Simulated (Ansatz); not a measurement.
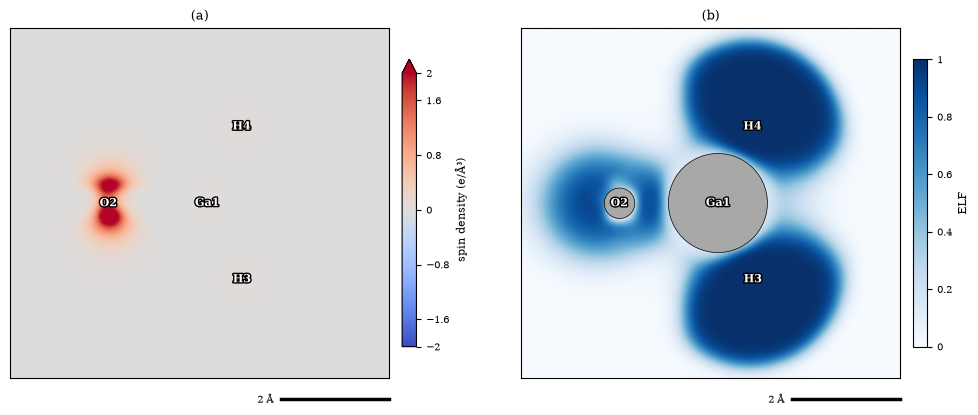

GaH2O (SMILES [O][GaH2]) (doublet). (a) spin density; (b) electron localisation function on the molecular plane. Grey discs cover the atomic cores in the ELF map.

Geometry: PBE0-D3(BJ)/pcseg-1.

All numbers below come from isolated molecule in a Gaussian basis; Kohn-Sham density functional theory, functional PBE0 in Ansatz.

```yaml
atoms:
  - { symbol: Ga, position_ang: [-0.5932, 1.9540, -0.3997] }
  - { symbol: O, position_ang: [-0.9272, 0.1652, -0.3446] }
  - { symbol: H, position_ang: [-0.3997, 2.6137, 0.9920] }
  - { symbol: H, position_ang: [-0.5513, 2.5548, -1.8303] }
```

Q: Describe what can be read from this map.

A: The section cuts through Ga, O and H sites.
Ga–O (1.82 Å): the ELF peaks at about 0.85 in the valence shell of O, 0.6 Å from its nucleus, and is about 0.25 at the midpoint.
Ga–H (1.55 Å): the ELF climbs to about 1 towards the hydrogen.
The ELF also peaks beside O2, away from the bonds: non-bonding electrons, paired or unpaired.
The unpaired spin (1 electron) lies mostly on O2 (about 0.9), in electrons by Hirshfeld's partition.
